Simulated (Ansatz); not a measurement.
CHBI (SMILES [CH]=BI) (doublet)

The calculation's input:

```
basis:
  gaussian:
    orbitals: def2-TZVPD
crystal:
  periodic: [false, false, false]
  atoms:
    - {symbol: C, position_ang: [0.000000, 0.000000, -0.920746]}
    - {symbol: B, position_ang: [0.000000, 0.000000, 0.437837]}
    - {symbol: I, position_ang: [0.000000, 0.000000, 2.483616]}
    - {symbol: H, position_ang: [0.000000, 0.000000, -2.000706]}
output:
  forces: true
  orbitals: {seedname: orbitals}
magnetization:
  spin_polarized: true
  initial_magnetization: 1
hamiltonian:
  xc: pbe0
```

Run with:

```sh
ansatz run input.yaml --threads 1 --pin off --max-ram 2610MiB --events-out events.jsonl --progress --plain --runs-dir runs
```

Geometry: PBE0-D3(BJ)/def2-SVP; core potentials replace the inner electrons of I.

These are results of Ansatz 0.2.0, isolated molecule in a Gaussian basis; Kohn-Sham density functional theory, functional PBE0, not measurements.

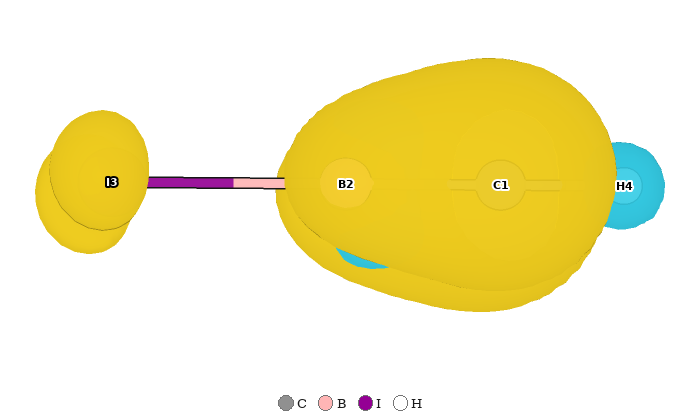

Figure 1. Isosurfaces of the spin density at +0.02 (yellow) and −0.02 e/Å³ (cyan), seen from one side.

**Where is the unpaired spin?**

The unpaired spin (1 electron) lies mostly on C1 (about 0.6), B2 (about 0.3) and I3 (about 0.1), in electrons by Hirshfeld's partition.

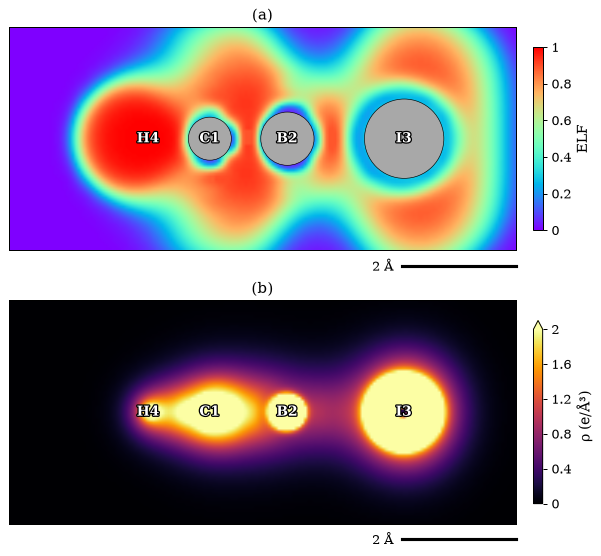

Figure 2. (a) ELF; (b) electron density on a plane that holds the molecular axis. Grey discs cover the atomic cores in the ELF map.

**Read the bonding off the picture.**

- The plane passes through C, B, I and H nuclei.
- C–B (1.36 Å): ρ at the midpoint is about 1.9 e/Å³; the ELF peaks at about 0.90 between the atoms (localised, covalent bonding).
- B–I (2.05 Å): ρ at the midpoint is about 0.96 e/Å³; the ELF peaks at about 0.90 between the atoms (a covalent bond).
- C–H (1.08 Å): ρ is about 2.1 e/Å³ halfway; the ELF climbs to about 1 towards the hydrogen, as it does in any bond to H; a covalent bond by its length.
- The ELF also peaks beside I3, away from the bonds: non-bonding electrons, paired or unpaired.
